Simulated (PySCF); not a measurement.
C$_{6}$H$_{9}$FOSi (SMILES C#C/C(F)=C/[SiH2]OCC)

```xyz
18

C     4.8965   -1.2920   -0.0377
C     3.8819   -0.6811   -0.2385
C     2.6967    0.0460   -0.4906
F     2.8825    1.1527   -1.2582
C     1.4811   -0.2672   -0.0552
Si   -0.0182    0.7763   -0.4710
O    -1.1779   -0.1105    0.2309
C    -2.5496    0.1357    0.3043
C    -3.2416   -0.0577   -1.0371
H     5.7733   -1.8374    0.1487
H     1.3892   -1.1547    0.5508
H    -0.1862    0.9097   -1.9223
H     0.0659    2.1170    0.1216
H    -2.9544   -0.5683    1.0401
H    -2.7229    1.1562    0.6675
H    -4.3158    0.0558   -0.9205
H    -2.8810    0.6772   -1.7519
H    -3.0281   -1.0515   -1.4221
```

Geometry: GFN2-xTB.

Method: PBE0/pcSseg-1, SCF density, gas phase, non-relativistic in PySCF 2.14.0.

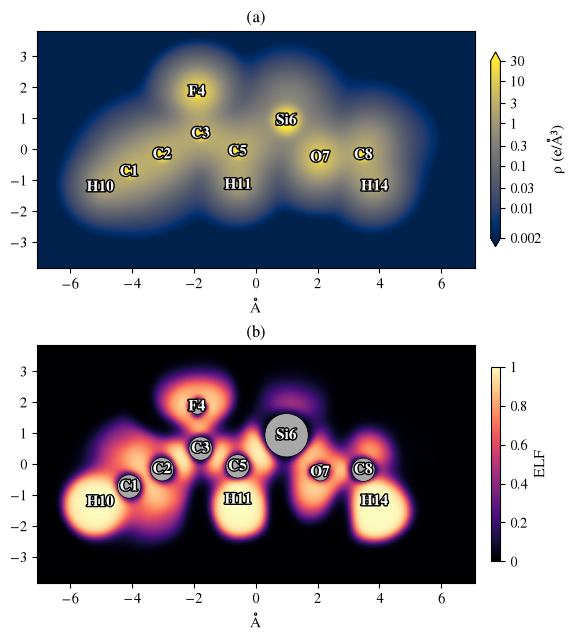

Figure 1. (a) total electron density; (b) ELF on the plane of atoms C3, C5 and H11. Grey discs cover the atomic cores in the ELF map.

> What do the fields say about this system?

- The plane passes through C, F, Si, O and H nuclei.
- C–C (1.20 Å): ρ is about 2.7 e/Å³ halfway; the ELF peaks at about 0.85 between the atoms (a short, multiple covalent bond).
- C–F (1.36 Å): ρ is about 2.2 e/Å³ halfway, with its minimum of 1.7 e/Å³ about 0.5 Å from C; the ELF peaks at about 0.85 between the atoms; a polar covalent bond.
- C–O (1.40 Å): the density is about 2.1 e/Å³ at the midpoint, with its minimum of 1.8 e/Å³ about 0.5 Å from C; the ELF peaks at about 0.90 between the atoms, as expected for a shared but strongly polarised pair.
- Si–O (1.62 Å): ρ is about 1.2 e/Å³ halfway; the ELF peaks at about 0.85 between the atoms: a short, strongly polar bond.
- C–Si (1.87 Å): the density is about 0.94 e/Å³ at the midpoint; the ELF peaks at about 0.95 between the atoms, as expected for a covalent bond.
- The ELF also peaks beside O7 and F4, away from the bonds: lone-pair regions.

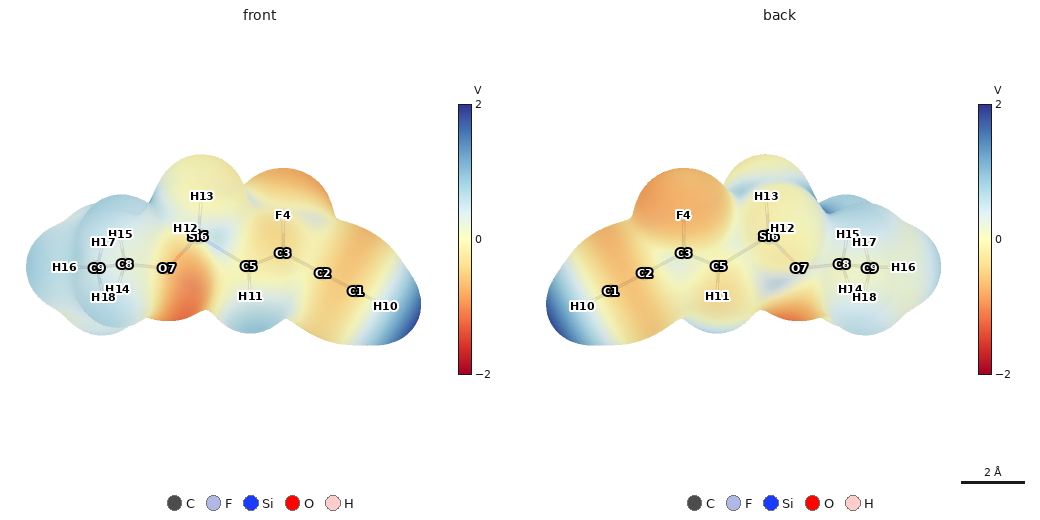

Figure 2. The molecular electrostatic potential painted on the density surface at 0.002 e/bohr³, seen from the front and from behind; the colour scale runs from red (negative) to blue (positive).

> Where is the surface potential most negative and most positive?

The most negative region (about −1.1 V, or −25 kcal/mol for a unit charge) lies over O7, the most positive (about +1.8 V, or +42 kcal/mol for a unit charge) over H10. O7 is the likeliest acceptor of a hydrogen bond.
